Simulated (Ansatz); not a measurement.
The starting structures come from a database of crystals and need not be the phases stable at ambient conditions.

 Where the default PAW files enter, the runs use the earlier of Ansatz's two default sets.

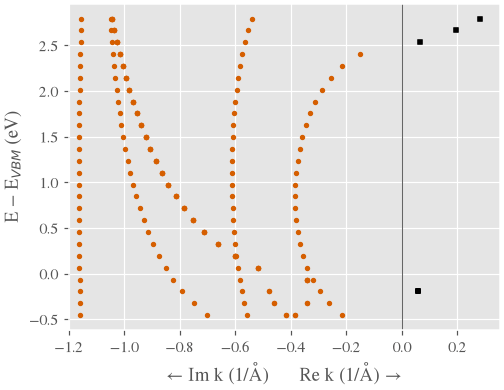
Complex bands at the centre of the two-dimensional zone; r2SCAN in Ansatz (a quantum-chemistry and plane-wave program)

No gap correction and no spin-orbit coupling; mid-gap values are interpolated between computed energies.

This is PbF4 (I4/mmm, not sure to be the ambient phase, 5 atoms a cell, 15.6 Å³ an atom, -4 GPa at this level) along the normal of (001). Read off the slowest decay at the centre of the two-dimensional zone at 1.24 eV, the computed energy nearest the middle of the gap.

κ ≈ 0.38 1/Å, a decay length 1/(2κ) of the density of 1.3 Å.
